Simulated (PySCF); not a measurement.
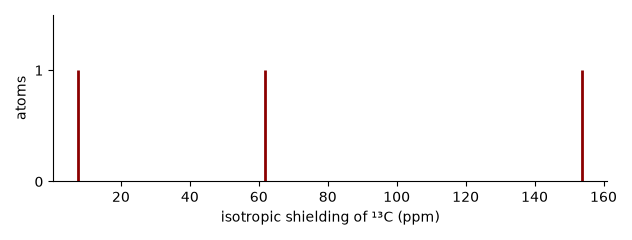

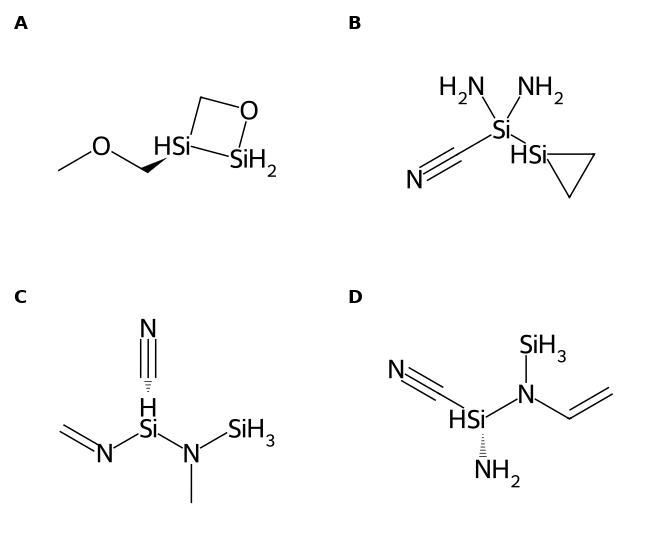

The sticks are computed shieldings of one of the molecules, for one fixed geometry (GFN2-xTB) without averaging over rotations. Low shielding means a high chemical shift. Method: GIAO PBE0/pcSseg-1 NMR shielding, non-relativistic, gas phase (PySCF 2.14.0).

Which molecule gives this pattern?

C, `C=N[Si@H](C#N)N(C)[SiH3]`. Its 3 C atoms give lines at 7.7, 61.8, 153.8 ppm.

The geometry is semi-empirical. Around Si such bond lengths and angles can be off by a tenth of an ångström or more and by several degrees, and values that hang on the shape move with them.
